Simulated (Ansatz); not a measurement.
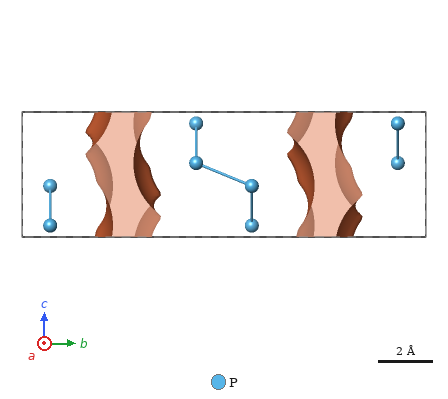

The orange surface encloses the points that the centre of a probe sphere of radius 1.30 Å can occupy in P (Cmce, No. 64), computed on a grid of about 0.14 Å (3×1×1 cells shown, view along the a axis; pale faces close the region where the box cuts it).

Atoms are hard spheres with covalent radii (Cordero): P 1.07 Å.

The cell is taken from the input geometry of an electronic-structure calculation (not necessarily at equilibrium).

```xyz
8
Lattice="3.3240 0.0000 0.0000 0.0000 15.2091 0.0000 0.0000 0.0000 4.7154" Properties=species:S:1:pos:R:3 pbc="T T T"
P     0.0000   14.1598    4.2838
P     1.6620   14.1598    2.7893
P     1.6620    8.6538    0.4316
P     0.0000    8.6538    1.9261
P     1.6620    6.5553    4.2838
P     0.0000    6.5553    2.7893
P     0.0000    1.0493    0.4316
P     1.6620    1.0493    1.9261
```

Question: Describe the connectivity of the accessible space.

Answer: Where they connect, they form a two-dimensional network in layers parallel to (010).

Question: What share of the cell can the probe's centre reach?

Answer: About 19 % of the volume (45 Å³ of 238.4 Å³).

Question: Give the largest included and the largest free sphere.

Answer: The largest sphere that fits anywhere has a diameter of 4.15 Å; the largest that can travel through the crystal, about 4.1 Å.

Question: How does the connectivity change as the probe shrinks?

Answer: Below a radius of about 2.03 Å the space forms one-dimensional channels along [100]. Below a radius of about 1.94 Å the space forms a two-dimensional network in layers parallel to (010). Below a radius of about 0.94 Å the space forms a three-dimensional network. These are grid estimates, good to about 0.05 Å.
